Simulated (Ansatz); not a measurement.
# Aluminium, dhcp under BLYP: ground state and equation of state, part 1 of 2

The plan for aluminium in the dhcp structure: relax it, solve it on a dense k-mesh, then scale the cell to 7 volumes from 88 to 112 % of the relaxed one and try a fit of the equation of state. Spin polarisation is left out. The k-meshes are 13×13×4 for the relaxation; 17×17×5 for the dense run; 14×14×4 for the volumes.

Computed with Ansatz 0.2.0 (DFT BLYP, plane waves (420 eV) with PAW, scalar-relativistic; PAW files made under PBE, frozen cores solved again for the functional, unless a step says otherwise).

## 1. The system as given

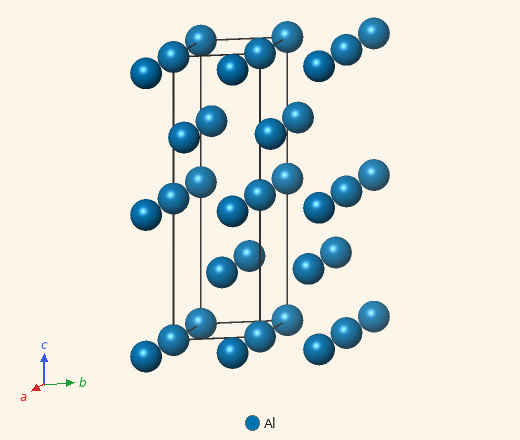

The structure, seen slightly off an axis (aluminium blue). 2×2×1 cells are drawn. Any atoms on the faces are drawn again on the opposite ones.

Structure file:

```
CELL_PARAMETERS angstrom
2.86348 0.00000 0.00000
-1.43174 2.47985 0.00000
0.00000 0.00000 9.35213
ATOMIC_POSITIONS crystal
Al 0.00000 0.00000 0.00000
Al 0.00000 0.00000 0.50000
Al 0.33333 0.66667 0.25000
Al 0.66667 0.33333 0.75000
```

## 2. Relaxation of the cell

The input, input.yaml:

```yaml
crystal:
  lattice:
    - [2.863481482, 0.0, 0.0]
    - [-1.431740741, 2.4798477067, 0.0]
    - [0.0, 0.0, 9.3521305203]
  atoms:
    - { symbol: Al, position: [0.0, 0.0, 0.0] }
    - { symbol: Al, position: [0.0, 0.0, 0.5] }
    - { symbol: Al, position: [0.3333333333, 0.6666666667, 0.25] }
    - { symbol: Al, position: [0.6666666667, 0.3333333333, 0.75] }
hamiltonian:
  xc: blyp
  pseudopotentials:
    kind: paw
    azcp:
      Al: "pseudopotentials/Al.paw.azcp"
basis:
  ecutwfc: 420
  fft_grid_basis: typed
kpoints:
  mp_grid: { grid: [13, 13, 4], shift: [0, 0, 0] }
magnetization:
  spin_polarized: false
scf:
  occupations: { method: fermi_dirac, width: 0.1 }
relax:
  max_steps: 60
  f_tol: 0.01
  cell: {}
```

Standard output, cut to the lines that bear on the results:

```text
Warning: RAYON_NUM_THREADS=2 ignored (pool sized by the plan → 2); use --threads N
[...]
Pseudopotentials: kind: paw
Pseudopotential: Al, paw, valence charge 3, recommended cutoff 420 eV (normal), <dir>
Functional definition: BLYP
[...]
Crystal: 4 atoms, lattice volume = 66.409 Å³
Basis set: ecut = 420 eV, 1315 PW (Γ), exchange–correlation on 40×40×128 points (8 copies of the dense FFT grid, shifted against one another)
Bands: 10, of which v1, the nominal top of the filled ones, is band 6 counted from 1 (5 counted from 0)
Symmetry: 24 space group operations
Space group: P63/mmc (ITA 194), of the structure as read, at distance tolerance 4.0e-5 Å
k-points: 63 of 676
[...]
SCF iter   1: F=—  HF=-2161.948646 eV  |F-HF|=—  |Δ(HF+E_count)|=         —  Δρ=4.90e-3  dr2=1.86e-2  ethr=1.77e-3  ⟨swp⟩=6.8  Hψ=11816  notcnv=0  defer=15
[...]
relax step   1: F+E_penalty+E_count = -2161.94591376 eV  Δ(F+E_penalty+E_count) = +0.000e0 eV  max|allowed force component| = 3.816e-17 eV/Å  Δτ_max = 0.0000 Å  P = +3.284 GPa  Ω = 66.409 Å³  (6 SCF iters, dr2 threshold 1.00e-7 eV, accepted)
[...]
relax step   3: F+E_penalty+E_count = -2161.98230900 eV  Δ(F+E_penalty+E_count) = -1.977e-3 eV  max|allowed force component| = 3.701e-17 eV/Å  Δτ_max = 0.0000 Å  P = -0.089 GPa  Ω = 70.055 Å³  energy of the carried Pulay correction = -1.808e-3 eV  (6 SCF iters, dr2 threshold 4.00e-7 eV, accepted)
[...]
relax step   9: F+E_penalty+E_count = -2161.98730251 eV  Δ(F+E_penalty+E_count) = -9.553e-6 eV  max|allowed force component| = 3.701e-17 eV/Å  Δτ_max = 0.0000 Å  P = +0.001 GPa  Ω = 70.037 Å³  stress off target by 1.48e-3 GPa  SCF on the basis re-selected at this cell (its energy is not [...]
SCF converged after 7 iterations
Free energy (F): -2161.987303 eV
[...]
E sigma→0 (E₀):  -2161.962201 eV
Entropy (-TS):   -0.050203 eV (-12.551 meV/atom)
Fermi energy:    7.786289 eV
[...]
--- Forces (eV/Å), atoms counted from 1 ---
  atom   1  Al    -0.00000000    -0.00000000     0.00000000
  atom   2  Al     0.00000000    -0.00000000     0.00000000
  atom   3  Al    -0.00000000     0.00000000     0.00000000
  atom   4  Al    -0.00000000    -0.00000000     0.00000000
[...]
--- Stress (GPa, compression-positive) ---
        0.001476       0.000000       0.000000
       -0.000000       0.001476       0.000000
        0.000000       0.000000      -0.000585
  P = ⅓ Tr σ = 0.0008 GPa (0.008 kbar)
--- Relaxed structure (7 steps of the walk, 6 accepted, 2 SCFs on fresh bases) ---
  F+E_penalty+E_count = -2161.98730251 eV   max|allowed force component| = 3.701e-17 eV/Å   (the final SCF, on the basis selected at the relaxed cell)
  cell:  # Å, volume = 70.0373 Å³
    - [2.882527840020861, 0.0, 0.0]
    - [-1.4412639200104305, 2.496342336573952, 0.0]
    - [0.0, 0.0, 9.733107822726494]
  atoms:
    - { symbol: Al, position: [3.2589229955177227e-34, -1.5193881526161074e-35, -5.818733142779193e-36] }
    - { symbol: Al, position: [2.2387091374695234e-34, -1.185678941059826e-35, 0.5] }
    - { symbol: Al, position: [0.3333333333333333, 0.6666666666666667, 0.25] }
    - { symbol: Al, position: [0.6666666666666667, 0.3333333333333333, 0.7500000000000001] }
```

It took 22 s on 2 threads of Arm Neoverse N1, shared host; peak memory 0.35 GiB.

Relaxation path:

```csv
step,energy change (meV/atom),largest force (eV/Å),pressure (GPa),volume (Å³/atom),accepted
1,0.00,0.0000,3.28,16.602,yes
2,-8.60,0.0000,-0.14,17.532,yes
3,-9.10,0.0000,-0.09,17.514,yes
4,-3.63,0.0000,0.78,17.420,no
5,-9.69,0.0000,-0.11,17.532,yes
6,-9.72,0.0000,-0.03,17.503,yes
7,-10.34,0.0000,0.02,17.503,yes
8,-10.34,0.0000,0.00,17.509,yes
9,-10.35,0.0000,0.00,17.509,yes
```

Steps that repeat a cell are solved on a basis chosen anew, so their changes of energy are no gain of the relaxation.

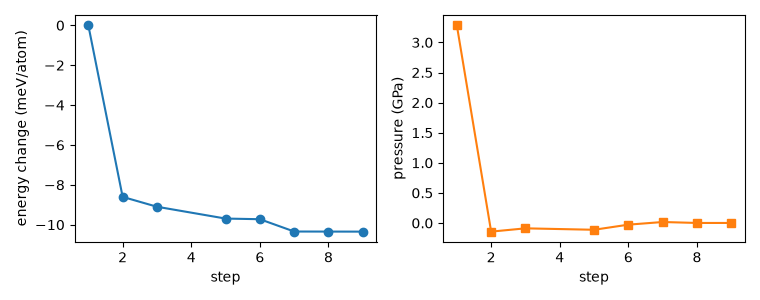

Energy and pressure over the accepted steps.

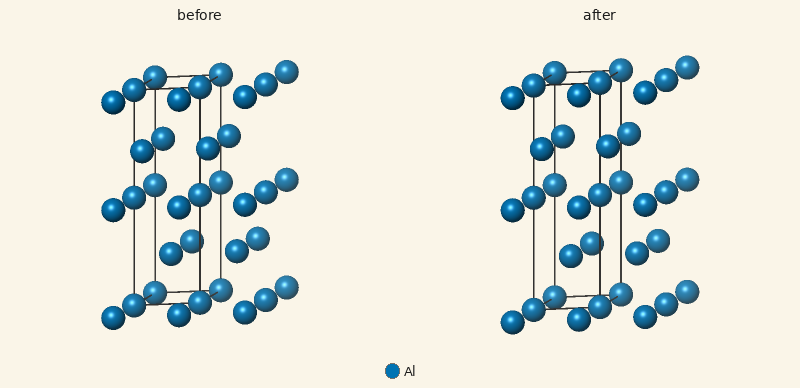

Start and end of the relaxation side by side. The cells drawn are those of the first picture.

Changes in the cell that was computed:

|  | before | after | change |
| --- | --- | --- | --- |
| a (Å) | 2.863 | 2.883 | +0.7 % |
| b (Å) | 2.863 | 2.883 | +0.7 % |
| c (Å) | 9.352 | 9.733 | +4.1 % |
| volume (Å³/atom) | 16.602 | 17.509 | +5.5 % |
| shortest distance (Å) | 2.863 | 2.883 | +0.7 % |
| space group (spins left aside) | P6_3/mmc | P6_3/mmc | same |

## 3. Single point on a dense mesh

The input, input.yaml:

```yaml
crystal:
  lattice:
    - [2.88252784, 0.0, 0.0]
    - [-1.44126392, 2.4963423366, 0.0]
    - [0.0, 0.0, 9.7331078227]
  atoms:
    - { symbol: Al, position: [0.0, 1.0, 1.0] }
    - { symbol: Al, position: [0.0, 1.0, 0.5] }
    - { symbol: Al, position: [0.3333333333, 0.6666666667, 0.25] }
    - { symbol: Al, position: [0.6666666667, 0.3333333333, 0.75] }
hamiltonian:
  xc: blyp
  pseudopotentials:
    kind: paw
    azcp:
      Al: "pseudopotentials/Al.paw.azcp"
basis:
  ecutwfc: 420
  fft_grid_basis: typed
kpoints:
  mp_grid: { grid: [17, 17, 5], shift: [0, 0, 0] }
magnetization:
  spin_polarized: false
scf:
  occupations: { method: fermi_dirac, width: 0.1 }
```

Standard output, cut to the lines that bear on the results:

```text
Warning: RAYON_NUM_THREADS=2 ignored (pool sized by the plan → 2); use --threads N
[...]
[... 3 set-up lines as earlier in the session ...]
[...]
Crystal: 4 atoms, lattice volume = 70.037 Å³
Basis set: ecut = 420 eV, 1377 PW (Γ), exchange–correlation on 40×40×144 points (8 copies of the dense FFT grid, shifted against one another)
Bands: 10, of which v1, the nominal top of the filled ones, is band 6 counted from 1 (5 counted from 0)
[... 1 set-up line as earlier in the session ...]
Space group: P63/mmc (ITA 194), of the structure as read, at distance tolerance 4.1e-5 Å
k-points: 99 of 1445
[...]
SCF iter   1: F=—  HF=-2161.984743 eV  |F-HF|=—  |Δ(HF+E_count)|=         —  Δρ=4.89e-3  dr2=1.98e-2  ethr=1.77e-3  ⟨swp⟩=6.8  Hψ=18560  notcnv=0  defer=22
[...]
SCF iter   6: F=-2161.981961 eV  HF=-2161.981961 eV  |F-HF|=9.76e-9  |Δ(HF+E_count)|=   1.16e-8  Δρ=3.85e-6  dr2=1.01e-8  ethr=8.33e-10  ⟨swp⟩=2.0  Hψ=2389  notcnv=0
[...]
SCF converged after 6 iterations
Free energy (F): -2161.981961 eV
[...]
E sigma→0 (E₀):  -2161.953686 eV
Entropy (-TS):   -0.056549 eV (-14.137 meV/atom)
Fermi energy:    7.788202 eV
[...]
```

It took 4.5 s on 2 threads of Arm Neoverse N1, shared host; peak memory 0.36 GiB.

## 4. Volume × 0.88

Edit input.yaml of step 3 so:

```diff
@@ -2,5 +2,5 @@
   lattice:
-    - [2.88252784, 0.0, 0.0]
-    - [-1.44126392, 2.4963423366, 0.0]
-    - [0.0, 0.0, 9.7331078227]
+    - [2.7622802262, 0.0, 0.0]
+    - [-1.3811401131, 2.3922048483, 0.0]
+    - [0.0, 0.0, 9.3270812185]
   atoms:
@@ -20,3 +20,3 @@
 kpoints:
-  mp_grid: { grid: [17, 17, 5], shift: [0, 0, 0] }
+  mp_grid: { grid: [14, 14, 4], shift: [0, 0, 0] }
 magnetization:
@@ -25 +25,4 @@
   occupations: { method: fermi_dirac, width: 0.1 }
+  lower_state_search: "off"
+output:
+  stress: true
```

Standard output, cut to the lines that bear on the results:

```text
Warning: RAYON_NUM_THREADS=2 ignored (pool sized by the plan → 2); use --threads N
[...]
[... 3 set-up lines as earlier in the session ...]
[...]
Crystal: 4 atoms, lattice volume = 61.633 Å³
Basis set: ecut = 420 eV, 1201 PW (Γ), exchange–correlation on 40×40×128 points (8 copies of the dense FFT grid, shifted against one another)
Bands: 10, of which v1, the nominal top of the filled ones, is band 6 counted from 1 (5 counted from 0)
[... 2 set-up lines as earlier in the session ...]
k-points: 72 of 784
[...]
SCF iter   1: F=—  HF=-2161.759449 eV  |F-HF|=—  |Δ(HF+E_count)|=         —  Δρ=5.04e-3  dr2=1.78e-2  ethr=1.77e-3  ⟨swp⟩=6.9  Hψ=13837  notcnv=0  defer=10
[...]
SCF iter   6: F=-2161.756643 eV  HF=-2161.756643 eV  |F-HF|=7.84e-9  |Δ(HF+E_count)|=   1.19e-7  Δρ=3.19e-6  dr2=4.02e-9  ethr=5.58e-10  ⟨swp⟩=2.0  Hψ=3075  notcnv=0
[...]
SCF converged after 6 iterations
Free energy (F): -2161.756643 eV
[...]
E sigma→0 (E₀):  -2161.732001 eV
Entropy (-TS):   -0.049283 eV (-12.321 meV/atom)
Fermi energy:    9.164535 eV
[...]
--- Stress (GPa, compression-positive) ---
       10.126997       0.000000       0.000000
        0.000000      10.126997       0.000000
        0.000000       0.000000       9.321476
  P = ⅓ Tr σ = 9.8585 GPa (98.585 kbar)
```

Run time: 3.1 s. Hardware: 2 threads of Arm Neoverse N1, shared host; peak memory 0.34 GiB.

## 5. Volume × 0.92

Edit input.yaml of step 4 so:

```diff
@@ -2,5 +2,5 @@
   lattice:
-    - [2.7622802262, 0.0, 0.0]
-    - [-1.3811401131, 2.3922048483, 0.0]
-    - [0.0, 0.0, 9.3270812185]
+    - [2.8035143685, 0.0, 0.0]
+    - [-1.4017571842, 2.427914663, 0.0]
+    - [0.0, 0.0, 9.4663119128]
   atoms:
```

Standard output, cut to the lines that bear on the results:

```text
Warning: RAYON_NUM_THREADS=2 ignored (pool sized by the plan → 2); use --threads N
[...]
[... 3 set-up lines as earlier in the session ...]
[...]
Crystal: 4 atoms, lattice volume = 64.434 Å³
Basis set: ecut = 420 eV, 1267 PW (Γ), exchange–correlation on 40×40×128 points (8 copies of the dense FFT grid, shifted against one another)
Bands: 10, of which v1, the nominal top of the filled ones, is band 6 counted from 1 (5 counted from 0)
[... 2 set-up lines as earlier in the session ...]
k-points: 72 of 784
[...]
SCF iter   1: F=—  HF=-2161.894448 eV  |F-HF|=—  |Δ(HF+E_count)|=         —  Δρ=4.95e-3  dr2=1.82e-2  ethr=1.77e-3  ⟨swp⟩=6.9  Hψ=13689  notcnv=0  defer=11
[...]
SCF iter   6: F=-2161.891698 eV  HF=-2161.891698 eV  |F-HF|=9.09e-9  |Δ(HF+E_count)|=   6.88e-8  Δρ=3.31e-6  dr2=4.84e-9  ethr=8.33e-10  ⟨swp⟩=4.0  Hψ=2472  notcnv=0
[...]
SCF converged after 6 iterations
Free energy (F): -2161.891698 eV
[...]
E sigma→0 (E₀):  -2161.865774 eV
Entropy (-TS):   -0.051847 eV (-12.962 meV/atom)
Fermi energy:    8.685274 eV
[...]
--- Stress (GPa, compression-positive) ---
        5.811423      -0.000000      -0.000000
       -0.000000       5.811423       0.000000
       -0.000000       0.000000       5.642782
  P = ⅓ Tr σ = 5.7552 GPa (57.552 kbar)
```

Run time: 3.3 s. Hardware: 2 threads of Arm Neoverse N1, shared host; peak memory 0.34 GiB.

(Continued in part 2 of 2.)
